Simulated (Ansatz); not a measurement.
# UPBE0/6-31G(d) (spherical functions) run of C2H6Ga (SMILES C[Ga]C)

What is the vertical ionisation energy of C2H6Ga at UPBE0/6-31G* (spherical functions)? 

The results are computed with Ansatz 0.2.0.

70 further runs of the same task are left out: 1 that didn't finish, 69 set aside as unsound or not needed.

## Step 1: Starting point

C2H6Ga has 9 atoms, charge 0, and is taken as a doublet. As SMILES, `C[Ga]C`. The coordinates come from a PBE0-D4/def2-TZVP relaxation.

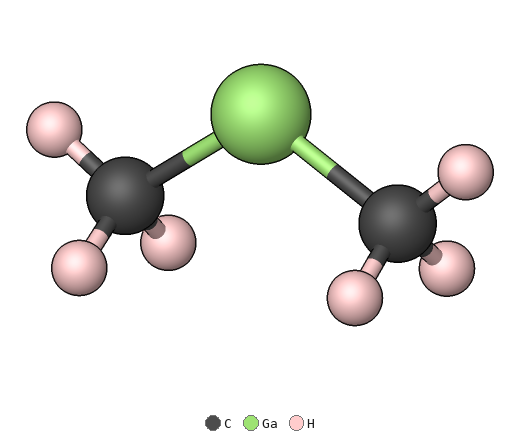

The structure, seen from a chosen angle (carbon dark grey, gallium green, hydrogen pink).

## Step 2: A single-point energy at UPBE0/6-31G(d) (spherical functions)

in.yaml

```yaml
crystal:
  periodic: [false, false, false]
  atoms:
    - {symbol: C, position_ang: [-1.246620, 1.163020, 0.175280]}
    - {symbol: Ga, position_ang: [0.456630, 0.385560, 0.873010]}
    - {symbol: C, position_ang: [1.273950, -1.139610, -0.126050]}
    - {symbol: H, position_ang: [-2.014290, 0.382510, 0.177460]}
    - {symbol: H, position_ang: [-1.092470, 1.479700, -0.861100]}
    - {symbol: H, position_ang: [-1.602690, 2.011340, 0.758180]}
    - {symbol: H, position_ang: [2.201980, -1.496820, 0.318200]}
    - {symbol: H, position_ang: [1.469380, -0.822030, -1.155250]}
    - {symbol: H, position_ang: [0.554120, -1.963680, -0.159730]}
basis:
  gaussian:
    orbitals: 6-31G_st_-spherical.json
magnetization:
  spin_polarized: true
  initial_magnetization: 1
hamiltonian:
  xc: {name: PBE0}
accuracy: high
output: {orbitals: {seedname: orbitals}}
```

The basis set 6-31G* is read from a file made from the Basis Set Exchange's data (not shown).

Launch:

```
ansatz run in.yaml --threads 1 --pin off --max-ram 3480MiB --events-out events.jsonl --progress --plain --runs-dir runs
```

The log of the run:

```text
Warning: RAYON_NUM_THREADS=1 ignored (pool sized by the plan → 1); use --threads N
Functional definition: PBE0
  name "PBE0"
  parameter a = 0.25
  parameter kappa = 0.804
  parameter beta = 0.06672455060314922
  exchange = (1 - a)*pbe_x(kappa = kappa, mu = beta*pi^2/3) + a*exact_x
  correlation = pbe_c(beta = beta)
1662 factors; integrals over basis functions are off by at most 4.7e-9 eV
mean field evaluation 1: about -54523.4467 eV, gradient 4.1e1 eV
mean field evaluation 2: about -54519.6345 eV, gradient 4.8e1 eV
mean field evaluation 4: about -54531.4969 eV, gradient 2.0e0 eV
mean field evaluation 8: about -54531.6609 eV, gradient 7.4e-2 eV
mean field evaluation 16: about -54531.6610 eV, gradient 5.4e-5 eV
mean field -54531.66097172 eV, -2004.0015778232 hartree, gradient 2.7e-8 eV, S^2 0.751838; 0 other end points of the search recorded, 0 dependent functions left out
reference -54531.66097489 eV, -2004.0015779397 hartree; 25, 24 occupied and 47, 48 virtual orbitals, 1662 factors
Total energy: -54531.66097489 eV, -2004.0015779397 hartree
```

It took 12 s on 1 thread of Arm Neoverse V2, shared host; peak memory 0.35 GiB.

## Step 3: The singlet cation at the same level

input.yaml

```yaml
crystal:
  periodic: [false, false, false]
  atoms:
    - {symbol: C, position_ang: [-1.246620, 1.163020, 0.175280]}
    - {symbol: Ga, position_ang: [0.456630, 0.385560, 0.873010]}
    - {symbol: C, position_ang: [1.273950, -1.139610, -0.126050]}
    - {symbol: H, position_ang: [-2.014290, 0.382510, 0.177460]}
    - {symbol: H, position_ang: [-1.092470, 1.479700, -0.861100]}
    - {symbol: H, position_ang: [-1.602690, 2.011340, 0.758180]}
    - {symbol: H, position_ang: [2.201980, -1.496820, 0.318200]}
    - {symbol: H, position_ang: [1.469380, -0.822030, -1.155250]}
    - {symbol: H, position_ang: [0.554120, -1.963680, -0.159730]}
basis:
  gaussian:
    orbitals: 6-31G_st_-spherical.json
total_charge: 1
hamiltonian:
  xc: {name: PBE0}
accuracy: high
output: {orbitals: {seedname: orbitals}}
```

The basis set 6-31G* is read from a file made from the Basis Set Exchange's data (not shown).

Launch:

```
ansatz run input.yaml --threads 1 --pin off --max-ram 3480MiB --events-out events.jsonl --progress --plain --runs-dir runs
```

The log of the run:

```text
Warning: RAYON_NUM_THREADS=1 ignored (pool sized by the plan → 1); use --threads N
Functional definition: PBE0
  name "PBE0"
  parameter a = 0.25
  parameter kappa = 0.804
  parameter beta = 0.06672455060314922
  exchange = (1 - a)*pbe_x(kappa = kappa, mu = beta*pi^2/3) + a*exact_x
  correlation = pbe_c(beta = beta)
1662 factors; integrals over basis functions are off by at most 4.7e-9 eV
mean field evaluation 1: about -54508.9685 eV, gradient 7.9e1 eV
mean field evaluation 2: about -54496.3319 eV, gradient 9.8e1 eV
mean field evaluation 4: about -54524.5158 eV, gradient 5.4e0 eV
mean field evaluation 8: about -54524.7011 eV, gradient 1.4e-1 eV
mean field evaluation 16: about -54524.7012 eV, gradient 7.3e-6 eV
mean field -54524.70116865 eV, -2003.7458097780 hartree, gradient 8.9e-8 eV, S^2 0.000000; 0 other end points of the search recorded, 0 dependent functions left out
reference -54524.70117180 eV, -2003.7458098937 hartree; 24, 24 occupied and 48, 48 virtual orbitals, 1662 factors
Total energy: -54524.70117180 eV, -2003.7458098937 hartree
```

Wall time 6.3 s (1 thread of Arm Neoverse V2, shared host); peak memory 0.23 GiB.

## Step 4: Results

At UPBE0/6-31G* (spherical functions):

| quantity | value |
| --- | --- |
| doublet C2H6Ga: total energy | -2004.00158 Eh |
| doublet C2H6Ga: HOMO energy (highest over α and β) | -4.82 eV |
| doublet C2H6Ga: LUMO energy (lowest over α and β) | -1.73 eV |
| doublet C2H6Ga: ⟨S²⟩ | 0.752 |
| singlet cation: total energy | -2003.74581 Eh |
| singlet cation: HOMO energy | -13.61 eV |
| singlet cation: LUMO energy | -8.99 eV |
| singlet cation: HOMO–LUMO gap | 4.61 eV |
| vertical ionisation energy (to the singlet cation) | 6.960 eV |

What this shows: The vertical ionisation energy comes to 6.96 eV (160 kcal/mol). Only the singlet of the ionised species was computed; a triplet could lie lower.
